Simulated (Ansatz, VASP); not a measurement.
# KTaO3: VASP beside Ansatz, part 2 of 2

Wanted: the spread between two codes on one cell, functional and k mesh.  Valence electrons are named where the data sets of a main pair hold unlike numbers.

VASP 6.6.1 and Ansatz 0.2.0.

So far: Set-up; VASP: band structure, HSE06.

## 3. Ansatz: band structure, HSE06

Level of this step: Ansatz beside VASP: Kohn-Sham DFT, plane waves, HSE06 (Ansatz).

Ansatz runs on its default PAW (the set named soft_2) files.

The same cell, functional, mesh and smearing now go to Ansatz, which takes its cutoff from its data sets.

input.yaml reads:

```yaml
crystal:
  lattice:
    - [3.9883, 0.0, 0.0]
    - [0.0, 3.9883, 0.0]
    - [0.0, 0.0, 3.9883]
  atoms:
    - { symbol: K, position: [0.5, 0.5, 0.5] }
    - { symbol: Ta, position: [0.0, 0.0, 0.0] }
    - { symbol: O, position: [0.5, 0.0, 0.0] }
    - { symbol: O, position: [0.0, 0.5, 0.0] }
    - { symbol: O, position: [0.0, 0.0, 0.5] }
hamiltonian:
  xc: { exchange: pbe, correlation: pbe, exx: { coeff: 0.25, omega: 0.2 } }
  pseudopotentials: { kind: paw }
kpoints:
  mp_grid: { grid: [4, 4, 4] }
  band_path:
    path:
      - [0.0, 0.0, 0.0]
      - [0.0, 0.3, 0.0]
      - [0.0, 0.5, 0.0]
      - [0.3, 0.5, 0.0]
      - [0.5, 0.5, 0.0]
      - [0.2, 0.2, 0.0]
      - [0.1, 0.1, 0.1]
      - [0.4, 0.4, 0.4]
      - [0.5, 0.5, 0.5]
      - [0.4, 0.5, 0.4]
      - [0.1, 0.5, 0.1]
      - [0.5, 0.5, 0.1]
      - [0.5, 0.5, 0.5]
    npoints: 1
scf:
  occupations: { method: gaussian, width: 0.02 }
  n_extra_bands: 8
output:
  forces: true
  stress: true
  eigenvalues: true
  write_density: true
  write_potential: true
  elf: true
  volumetric_format: npy
```

Run with:

```console
> ansatz run input.yaml --threads 4 --pin off --max-ram 9216MiB --backend cpu --events-out ev --progress --plain --runs-dir out
```

Numbers of over 12 decimals in the logs are rounded to 6 here.

The log of the run:

```text
Warning: output.stress: scf.convergence.dr2_threshold = 1e-7 eV (the SCF's general default) is looser than the 5e-10 eV advised for a printed stress (1e-10 eV for each atom of the cell: 5). What an SCF threshold leaves in a stress goes as its square root, and in the free energy as the threshold itself, and one threshold admits the most on a small cell: [figures from the program's tests cut] Set scf.convergence.dr2_threshold to 5e-10 eV or tighter. The threshold is an SCF's pass mark: one that does not reach it within its budget of iterations ends unconverged, or closes short of it on a stop that the run arms, and scf.convergence.dr2_threshold's page says what that costs each kind of run
Warning: output.stress: scf.exx.energy_threshold = 1e-6 eV is looser than the 5e-8 eV advised for a stress under a hybrid functional (1e-8 eV for each atom of the cell: 5). Every SCF of the exchange loop can meet its threshold on dr2 while the loop round them stops early: no threshold on dr2 bounds what that leaves in the stress. Set scf.exx.energy_threshold to 5e-8 eV or tighter. The threshold is the loop's pass mark: a loop that does not reach it within its budget of cycles ends unconverged, and scf.exx.energy_threshold's page has the law
scf.n_extra_bands = 8 over 20 filled bands (N_el = 40.0): the run solves 28 bands
Engine: ansatz 0.2.0, x86_64-unknown-linux-gnu
Pseudopotentials: kind: paw
Pseudopotential: K, paw, valence charge 9, recommended cutoff 420 eV (normal), K.paw.azcp
Pseudopotential: Ta, paw, valence charge 13, recommended cutoff 420 eV (normal), Ta.paw.azcp
Pseudopotential: O, paw, valence charge 6, recommended cutoff 420 eV (normal), O.paw.azcp
Functional definition: unnamed
  parameter a_1 = 0.25
  parameter omega_1 = 0.2/angstrom
  exchange = pbe_x + (-a_1)*pbe_x_sr(omega_1) + a_1*exact_x_sr(omega_1)
  correlation = pbe_c
Crystal: 5 atoms, lattice volume = 63.440 Å³
Basis set: ecut = 420 eV, 1237 PW (Γ), exchange–correlation on 54×54×54 points (8 copies of the dense FFT grid, shifted against one another)
Bands: 28, of which v1, the nominal top of the filled ones, is band 20 counted from 1 (19 counted from 0)
Symmetry: 48 space group operations
Space group: Pm-3m (ITA 221), of the structure as read, at distance tolerance 4.0e-5 Å
k-points: 10 of 64
Non-local potential: K, projectors of the file, l = 0: 3, l = 1: 2, l = 2: 2
Non-local potential: Ta, projectors of the file, l = 0: 3, l = 1: 2, l = 2: 2, l = 3: 1
Non-local potential: O, projectors of the file, l = 0: 2, l = 1: 2, l = 2: 1
PAW form: soft (Blöchl's): semilocal exchange-correlation on the pseudo side does not see the compensation charge
PAW frozen core: K, regenerated for the run's functional, and the local potential with it (the file was generated under x = pbe(κ = 0.804, μ = 0.219515), c = pbe(β = 0.066725))
PAW frozen core: Ta, regenerated for the run's functional, and the local potential with it (the file was generated under x = pbe(κ = 0.804, μ = 0.219515), c = pbe(β = 0.066725))
PAW frozen core: O, regenerated for the run's functional, and the local potential with it (the file was generated under x = pbe(κ = 0.804, μ = 0.219515), c = pbe(β = 0.066725))
PAW one-centre angular grid: K, 110 points (default); XC on 64 Gauss nodes
PAW one-centre angular grid: Ta, 590 points (default); XC on 64 Gauss nodes
PAW one-centre angular grid: O, 110 points (default); XC on 96 Gauss nodes
Initial density: superposition of atomic densities (neutral atoms: chi_scale 0, normalization atom), corrected by the library's trained network
Initial wavefunctions: pseudopotential atomic-orbital guess
Functional: x = pbe(κ = 0.804, μ = 0.219515), c = pbe(β = 0.066725), warm-up for x = pbe(κ = 0.804, μ = 0.219515) + 0.25 (exact − pbe) at short range (hse, ω = 0.2 Å⁻¹), c = pbe(β = 0.066725)
SCF iter   1: F=—  HF=-13178.177995 eV  |F-HF|=—  |Δ(HF+E_count)|=         —  Δρ=3.91e-3  dr2=1.33e-2  ethr=1.77e-3  ⟨swp⟩=13.6  Hψ=1362  notcnv=2
preconditioner: auto → none  [insulator: Δε(μ)=2.335 eV  Ē_g=14.716 eV  σ=0.020 eV  W_gap=1.00  n_scr=18 (ndim 8)  ℏωp=25.5 eV  f_vac=0.012  D(μ)=0.00/eV (n_scr^D=0)]
SCF iter   2: F=—  HF=-13178.176761 eV  |F-HF|=—  |Δ(HF+E_count)|=   1.23e-3  Δρ=3.75e-3  dr2=8.07e-3  ethr=3.33e-5  ⟨swp⟩=5.5  Hψ=876  notcnv=0  defer=3
iter 3 solved again at ethr=2.20e-7 eV; its pass at ethr=2.02e-5 eV (dr2=8.81e-5 eV) is discarded
SCF iter   3: F=-13178.174967 eV  HF=-13178.174930 eV  |F-HF|=3.68e-5  |Δ(HF+E_count)|=   1.83e-3  Δρ=5.34e-4  dr2=9.65e-5  ethr=2.20e-7  ⟨swp⟩=3.8  Hψ=1240  notcnv=0  defer=1
SCF 1 stopped early in 3 iterations: F = -13178.174967 eV  dr2 = 9.65e-5
  greatest PAW one-centre occupation: 0.998 electrons in one spin orbital (limit 2), on the Ta atom at site 1 (counted from 0), in its partial waves of l = 0
Initial density: handed on by an earlier stage of this run
Initial wavefunctions: those handed on with the density
Functional: x = pbe(κ = 0.804, μ = 0.219515) + 0.25 (exact − pbe) at short range (hse, ω = 0.2 Å⁻¹), c = pbe(β = 0.066725)
Exchange kernel: α = 0.2500, screened, ω = 0.2000 Å⁻¹, Wigner–Seitz truncation, v(0) = 1113.2534 eV·Å³, q-mesh 4×4×4, nearest image of the exchange supercell L = 15.95 Å, pair-density grid 20×20×20, without the augmentation charges, whose exchange is taken in its separable form by FFT convolution over the k-point mesh (sized by the pseudopotential files, 27×27×27 at the most), smooth part of the exact exchange by density-matrix convolution
Frozen-core exchange: fock
SCF iter   1: F=—  HF=-13179.148015 eV  |F-HF|=—  |Δ(HF+E_count)|=         —  Δρ=1.32e-2  dr2=1.83e-1  ethr=2.41e-6  ⟨swp⟩=7.3  Hψ=1350  notcnv=0
preconditioner: auto → none  [insulator: Δε(μ)=3.953 eV  Ē_g=17.118 eV  σ=0.020 eV  W_gap=1.00  n_scr=18 (ndim 8)  ℏωp=25.5 eV  f_vac=0.012  D(μ)=0.00/eV (n_scr^D=0)]
SCF iter   2: F=—  HF=-13179.102322 eV  |F-HF|=—  |Δ(HF+E_count)|=   4.57e-2  Δρ=1.07e-2  dr2=6.07e-2  ethr=2.41e-6  ⟨swp⟩=5.2  Hψ=1112  notcnv=0
SCF iter   3: F=—  HF=-13179.089741 eV  |F-HF|=—  |Δ(HF+E_count)|=   1.26e-2  Δρ=2.49e-3  dr2=4.79e-3  ethr=2.41e-6  ⟨swp⟩=4.4  Hψ=929  notcnv=0
SCF iter   4: F=—  HF=-13179.105183 eV  |F-HF|=—  |Δ(HF+E_count)|=   1.54e-2  Δρ=1.82e-3  dr2=2.35e-3  ethr=2.41e-6  ⟨swp⟩=4.2  Hψ=839  notcnv=0
SCF iter   5: F=—  HF=-13179.104523 eV  |F-HF|=—  |Δ(HF+E_count)|=   6.60e-4  Δρ=4.79e-4  dr2=8.21e-5  ethr=2.41e-6  ⟨swp⟩=3.4  Hψ=569  notcnv=0
SCF iter   6: F=-13179.104681 eV  HF=-13179.104668 eV  |F-HF|=1.30e-5  |Δ(HF+E_count)|=   1.45e-4  Δρ=1.54e-4  dr2=7.74e-6  ethr=1.59e-7  ⟨swp⟩=3.4  Hψ=636  notcnv=0  defer=1
SCF 2 stopped early in 6 iterations: F = -13179.104681 eV  dr2 = 7.74e-6
  greatest PAW one-centre occupation: 0.997 electrons in one spin orbital (limit 2), on the Ta atom at site 1 (counted from 0), in its partial waves of l = 0
hybrid outer 1: dexx = +1.722e-2 eV, tail = 4.57e-5 eV
Exchange kernel: α = 0.2500, screened, ω = 0.2000 Å⁻¹, Wigner–Seitz truncation, v(0) = 1113.2534 eV·Å³, q-mesh 4×4×4, nearest image of the exchange supercell L = 15.95 Å, pair-density grid 20×20×20, without the augmentation charges, whose exchange is taken in its separable form by FFT convolution over the k-point mesh (sized by the pseudopotential files, 27×27×27 at the most), smooth part of the exact exchange by density-matrix convolution
Frozen-core exchange: fock
SCF iter   1: F=—  HF=-13179.104296 eV  |F-HF|=—  |Δ(HF+E_count)|=         —  Δρ=4.67e-5  dr2=8.22e-7  ethr=5.71e-7  ⟨swp⟩=5.2  Hψ=707  notcnv=0
preconditioner: auto → none  [insulator: Δε(μ)=3.592 eV  Ē_g=16.948 eV  σ=0.020 eV  W_gap=1.00  n_scr=18 (ndim 8)  ℏωp=25.5 eV  f_vac=0.012  D(μ)=0.00/eV (n_scr^D=0)]
SCF iter   2: F=—  HF=-13179.104297 eV  |F-HF|=—  |Δ(HF+E_count)|=   1.27e-6  Δρ=2.79e-5  dr2=2.82e-7  ethr=1.67e-9  ⟨swp⟩=4.3  Hψ=738  notcnv=0  defer=2
SCF iter   3: F=—  HF=-13179.104297 eV  |F-HF|=—  |Δ(HF+E_count)|=   7.45e-8  Δρ=1.09e-5  dr2=2.00e-8  ethr=6.46e-10  ⟨swp⟩=3.1  Hψ=529  notcnv=0  defer=1
SCF iter   4: F=-13179.104297 eV  HF=-13179.104297 eV  |F-HF|=1.95e-10  |Δ(HF+E_count)|=   3.17e-9  Δρ=7.09e-7  dr2=3.15e-9  ethr=4.28e-11  ⟨swp⟩=3.7  Hψ=649  notcnv=0  defer=4
SCF 3 converged in 4 iterations: F = -13179.104297 eV  dr2 = 3.15e-9
  Residual-converged pass: ⟨swp⟩=3.0  Hψ=551  notcnv=0  max |occ|·‖R‖ = 2.3e-6 eV (tolerance 2.4e-6 eV)  dr2=3.20e-9  dr2_onsite=3.05e-11  max |Δocc| = 0.0e0
hybrid outer 2: dexx = +1.036e-6 eV, tail = 2.21e-8 eV, Δε = 2.81e-3 eV (about 7.34e-5 eV left of the loop's levels)
NSCF: frozen V_eff on 13 k-points
hybrid SCF converged: 2 outer / 10 inner (+3 warm-up), last move |dexx| = 1.04e-6 eV, tail = 2.21e-8 eV
Stability not checked: this state was not tested for a lower state beside it, because the functional holds exact exchange (a hybrid, or Hartree-Fock), whose exchange loop this test does not read (fock_operator; see scf.lower_state_search)
Free energy (F): -13179.104297 eV
Frozen-core exchange: fock
Harris-Foulkes:  -13179.104297 eV  (|F-HF|=1.95e-10)
Internal energy: -13179.104297 eV  (E = F + TS)
E sigma→0 (E₀):  -13179.104297 eV
Fermi energy:    9.486872 eV
--- Per-component energies (eV) ---
  E_band       = -333.244491
  E_kinetic    = 1146.877777
  E_local      = -2214.361962  (includes V_loc(G=0)·N_el)
  E_nonlocal   = 168.731853
  E_hartree    = 773.975153
  E_xc         = -459.738690
  E_vxc        = -517.648707  (∫ρ·V_xc dr)
  E_exx        = -119.251426  (= α·E_x^exact, valence–valence)
  E_paw        = -9650.432942  (= ΣΔE_a)
  E_vpaw       = -226.298277  (= ΣTr[D̂ρ^β])
  E_aug_tail   = 0.007366  (compensation charges beyond the density's cutoff)
  E_ewald      = -2821.337382
  E_core_change = -3.574049  (= ΣΔE_core)
  E_smearing   = -0.000000  (= −TS)
  E_closure    = 0.000004  (closes the sum)
  Σ components = -13179.104297   (vs F -13179.104297, Δ=-1.82e-12)
--- Forces (eV/Å), atoms counted from 1 ---
  atom   1  K      0.00000000    -0.00000000     0.00000000
  atom   2  Ta    -0.00000000    -0.00000000    -0.00000000
  atom   3  O      0.00000000    -0.00000000    -0.00000000
  atom   4  O      0.00000000    -0.00000000     0.00000000
  atom   5  O      0.00000000    -0.00000000     0.00000000
  max |Σ_I F_I| component: 2.76e-29 eV/Å
--- Stress (GPa, compression-positive) ---
       -0.311852      -0.000000       0.000000
        0.000000      -0.311852       0.000000
        0.000000       0.000000      -0.311852
  P = ⅓ Tr σ = -0.3119 GPa (-3.119 kbar)
--- Band table (eV; the first three rows and the last of 10) ---
  k-point 0: bands = [... 16 lower, 6.5605, 7.0374, 7.0374, 7.0374, 11.2831, 11.2831, 11.2831, 16.0078, ... 4 higher]
  k-point 1: bands = [... 16 lower, 5.9197, 6.3177, 6.8646, 6.8646, 11.3642, 12.8436, 12.8436, 16.0581, ... 4 higher]
  k-point 2: bands = [... 16 lower, 5.4140, 6.0914, 6.7923, 6.7923, 11.4490, 14.3384, 14.3384, 16.0736, ... 4 higher]
  k-point 9: bands = [... 16 lower, 3.5083, 7.6907, 7.6907, 7.6907, 15.9847, 15.9847, 15.9847, 18.4562, ... 4 higher]
```

Wall time 68 s (4 threads of Intel Xeon Platinum 8259CL at 2.50GHz (Skylake/Cascade Lake), shared host); peak memory 1.1 GiB.

## 4. Differences

Known differences besides the potentials themselves: exact exchange at q = 0 is treated differently, which shows on coarse meshes; VASP keeps PBE cores, Ansatz makes them for the functional; the data sets hold 40 valence electrons in Ansatz (on its default PAW (the set named soft_2) files) and 38 in VASP; the cutoff is 420 eV in Ansatz and 520 eV in VASP; VASP takes a coarser grid for exact exchange (PRECFOCK = Fast). Total energies have different zeros and are not compared.

Both answers:

```csv
quantity,Ansatz,VASP,difference
gap over the path points (eV),3.592,3.506,+0.087
```

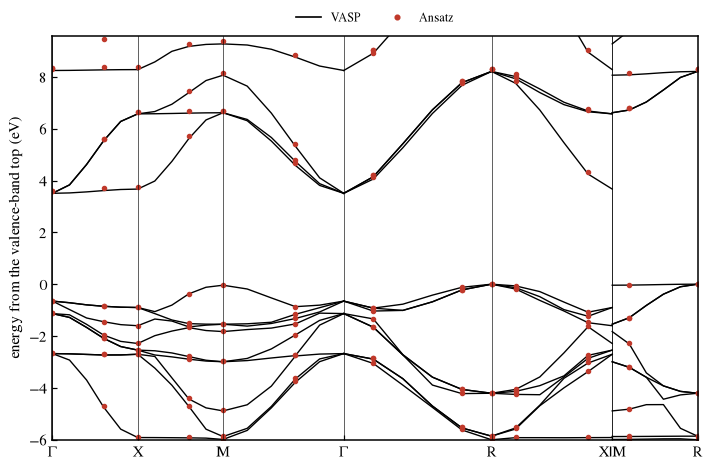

Bands from VASP (lines) and levels from Ansatz (dots). Dots without a line are higher empty bands that the VASP plot leaves out.

Levels at points of the path, from each program's valence-band top (eV; 4 filled, then empty):

```csv
k (reciprocal lattice),Ansatz,VASP
0.000 0.000 0.000,-1.13 -0.65 -0.65 -0.65 3.59 3.59 3.59,-1.14 -0.65 -0.65 -0.65 3.51 3.51 3.51
0.000 0.300 0.000,-1.95 -1.44 -0.85 -0.85 3.70 5.61 5.61,-1.96 -1.45 -0.85 -0.85 3.61 5.53 5.53
0.000 0.500 0.000,-2.28 -1.60 -0.90 -0.90 3.76 6.65 6.65,-2.29 -1.60 -0.90 -0.90 3.67 6.57 6.57
0.300 0.500 0.000,-1.67 -1.63 -1.51 -0.37 5.70 6.68 7.47,-1.68 -1.65 -1.52 -0.37 5.62 6.60 7.39
0.500 0.500 0.000,-1.81 -1.53 -1.53 -0.04 6.69 6.69 8.15,-1.83 -1.54 -1.54 -0.04 6.62 6.62 8.06
0.200 0.200 0.000,-1.53 -1.32 -1.15 -0.86 4.66 4.81 5.39,-1.53 -1.32 -1.16 -0.87 4.58 4.73 5.32
0.100 0.100 0.100,-1.33 -1.03 -0.92 -0.92 4.14 4.23 4.23,-1.34 -1.04 -0.92 -0.92 4.06 4.15 4.15
0.400 0.400 0.400,-4.04 -0.22 -0.22 -0.12 7.75 7.86 7.86,-4.06 -0.22 -0.22 -0.12 7.67 7.78 7.78
0.500 0.500 0.500,-4.18 0.00 0.00 0.00 8.29 8.29 8.29,-4.21 0.00 0.00 0.00 8.21 8.21 8.21
0.400 0.500 0.400,-4.04 -0.19 -0.14 -0.07 7.83 8.01 8.10,-4.06 -0.19 -0.14 -0.07 7.75 7.92 8.01
```

Among the levels compared at these points, filled levels agree within 27 meV and empty ones within 89 meV.

## 5. Outcome

| Property | Result |
| --- | --- |
| largest difference of a filled level at the path points (band structure, HSE06) | 27 meV |
| difference in gap over the path points (band structure, HSE06) | 0.087 eV |

In words: The difference in gap over the path points is 0.087 eV (band structure, HSE06), beyond the 0.08 eV picked in this series as the mark of a large difference. The data sets hold unlike numbers of valence electrons (40 in Ansatz and 38 in VASP), so part of the differences comes from the potentials. Such differences can come from data sets, numerical settings and the points named under the comparisons, not from the functional's error against experiment.

[Lines on the potential files, build, host, timing and source positions are cut from VASP's logs without a mark.]

[Logs are printed without paths, hosts, clocks, repeated set-up lines and the standing remarks that a program may print on its own settings, such as how far it seeks lower states.]

[Hosts, paths, dates, database ids (printed as entryN), source tags and the programs' standing remarks are cut or masked in the printed files.]
